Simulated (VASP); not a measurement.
Band structure of CsI (CsCl type). Level of theory: PBE GGA with D4 dispersion, VASP's PBE PAW potentials (set 64) (plane waves; VASP).

Unless said otherwise, spin-orbit coupling is left out, though it shifts the bands of the heavy elements here.

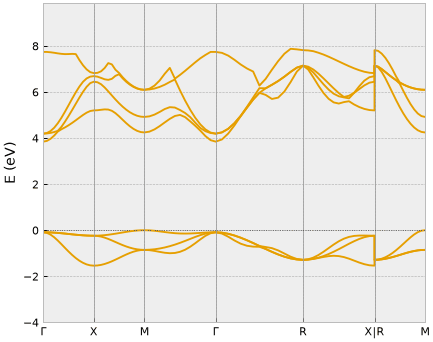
Bands along high-symmetry lines, zero at the valence-band maximum or, without a gap, the Fermi level

Task: Read the plot: is there a gap, and where are the band edges?

Result: The gap is indirect, 3.85 eV, from the valence maximum at M to the conduction minimum at Γ. (Edges off the drawn lines would not show.)

Measured: gap 6.20 eV (computed value off by -2.35 eV), as given by Aguado et al., (1998), arXiv:cond-mat/9809176.

The compound is CsI in the CsCl type structure. It was relaxed first.
